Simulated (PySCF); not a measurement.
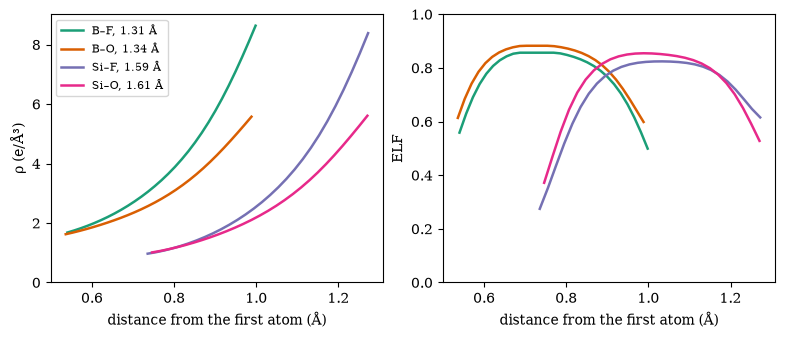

The picture shows: BF6HO3Si2. Total electron density and electron localisation function along straight lines between neighbouring atoms. The curves leave out the atomic cores.

Geometry: PBE0-D3(BJ)/def2-SVP.

Theory: PBE0/pcSseg-1, SCF density, gas phase, non-relativistic (PySCF).

Input

```
{"job": {"kind": "nmr", "xc": "PBE0", "basis": "pcSseg-1"}, "charge": 0, "multiplicity": 1}
F      0.700223    -3.199100     1.017438
B      0.511377    -2.027240     0.465118
F     -0.669112    -1.802943    -0.118670
O      1.466122    -1.087154     0.480793
Si     1.693202     0.458794    -0.023592
F      2.632591     0.427329    -1.307473
F      2.457203     1.226376     1.140939
O      0.303179     1.191638    -0.389317
Si    -1.308260     1.373614    -0.151330
F     -1.573453     1.035868     1.393336
F     -1.683238     2.897854    -0.409165
O     -2.205825     0.456563    -1.137018
H     -2.073500    -0.495963    -1.078985
```

Command:

```sh
OMP_NUM_THREADS=1 python cluster_run.py task.json out
```

Compare the contacts.

Answer. B–F (1.31 Å): the density is about 2.3 e/Å³ at the midpoint; the ELF peaks at about 0.85 between the atoms; a shared but strongly polarised pair.
B–O (1.34 Å): ρ at the midpoint is about 2.2 e/Å³; the ELF peaks at about 0.90 between the atoms (a polar covalent bond).
Si–F (1.59 Å): ρ is about 1.1 e/Å³ halfway; the ELF peaks at about 0.80 in the valence shell of F, 0.6 Å from its nucleus, and is about 0.50 at the midpoint.
Si–O (1.61 Å): ρ is about 1.2 e/Å³ halfway; the ELF peaks at about 0.85 between the atoms; a short, strongly polar bond.
